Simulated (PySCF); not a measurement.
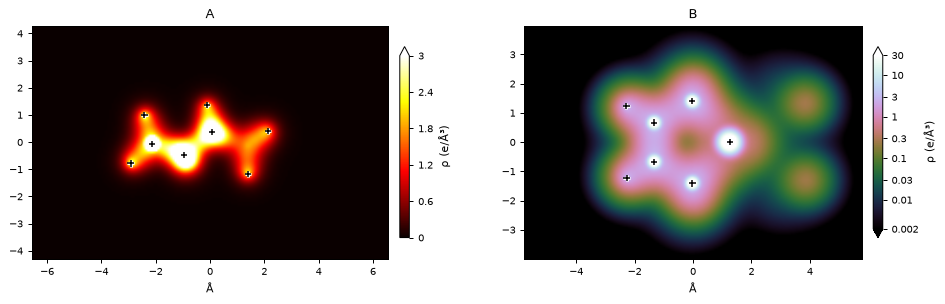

The electron density of 2 systems, each on a plane through atoms (crosses mark nuclei in the plane).

Level of theory: PySCF 2.14.0, B3LYP/def2-SVPD, SCF density, gas phase.

System 1: C$_{3}$H$_{10}$N$_{2}$Si (SMILES C=NNCC[SiH3]), the plane of atoms N2, C1 and H7. Geometry: GFN2-xTB.

```xyz
16

C     3.1292   -0.3558   -0.6924
N     2.1706    0.0534    0.0228
N     1.2091   -0.7721    0.4244
C    -0.0374   -0.1796    0.8427
C    -1.0040    0.0754   -0.3145
Si   -2.6279    0.8894    0.2450
H     3.2136   -1.3764   -1.0739
H     3.9143    0.3400   -0.9237
H     1.1421   -1.6849   -0.0315
H    -0.4981   -0.8457    1.5787
H     0.2191    0.7616    1.3312
H    -1.2170   -0.8734   -0.8136
H    -0.5019    0.7082   -1.0493
H    -3.4733    1.1161   -0.9281
H    -2.3342    2.1598    0.9081
H    -3.3119   -0.0071    1.1808
```

System 2: C$_{7}$H$_{14}$Si (SMILES CC(C)[SiH]1CC=CC1), the plane of atoms C8, C7 and H20. Geometry: PBE0-D3(BJ)/def2-SVP.

```xyz
22

C    -1.7683   -1.2230   -0.5555
C    -1.1458   -0.0867    0.2546
C    -2.1271    1.0658    0.4622
Si    0.4679    0.5139   -0.5332
C     1.4449    1.7431    0.5432
C     2.7649    1.0415    0.7293
C     2.9503   -0.1717    0.1875
C     1.8333   -0.8110   -0.5956
H    -2.0332   -0.8896   -1.5731
H    -2.6950   -1.5910   -0.0831
H    -1.0865   -2.0819   -0.6571
H    -0.8553   -0.4827    1.2466
H    -1.7005    1.8672    1.0861
H    -2.4212    1.5178   -0.4999
H    -3.0518    0.7203    0.9550
H     0.1553    1.0727   -1.8902
H     0.9535    1.9365    1.5141
H     1.5717    2.7316    0.0692
H     3.5622    1.5234    1.3071
H     3.9018   -0.7010    0.3133
H     1.5153   -1.7634   -0.1337
H     2.1482   -1.0661   -1.6219
```

Q: Match each panel to its system.

A: Panel A is system 1, C$_{3}$H$_{10}$N$_{2}$Si: the plane holds C, N and H. C–N (1.26 Å): ρ at the midpoint is about 2.8 e/Å³. Panel B is system 2, C$_{7}$H$_{14}$Si: the plane holds Si, C and H. C–C (1.34 Å): ρ is about 2.3 e/Å³ halfway.
